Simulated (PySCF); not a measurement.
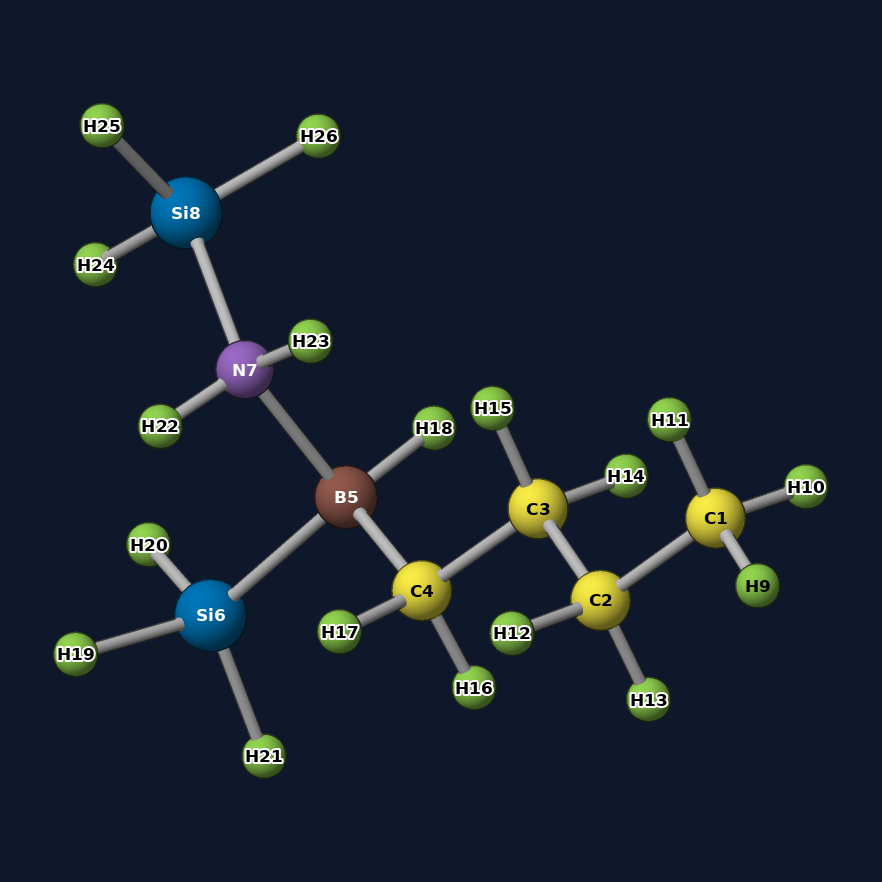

The questions are on ESP-fitted charges. The geometry was computed by an optimisation with GFN2-xTB. No frequency run is at hand to confirm it as a minimum. Properties computed with PBE0/pcSseg-1, gas phase (PySCF 2.14.0).

List the ESP-fitted charges.

```tsv
atom	value (e)
C1	−0.39
C2	0.18
C3	0.16
C4	−0.46
B5	0.28
Si6	0.10
N7	−0.80
Si8	0.50
H9	0.09
H10	0.08
H11	0.08
H12	−0.03
H13	−0.02
H14	−0.01
H15	−0.06
H16	0.10
H17	0.05
H18	−0.17
H19	−0.12
H20	−0.11
H21	−0.07
H22	0.39
H23	0.40
H24	−0.04
H25	−0.10
H26	−0.05
```

The geometry is semi-empirical. Around B, Si such bond lengths and angles can be off by a tenth of an ångström or more and by several degrees, and values that hang on the shape move with them.
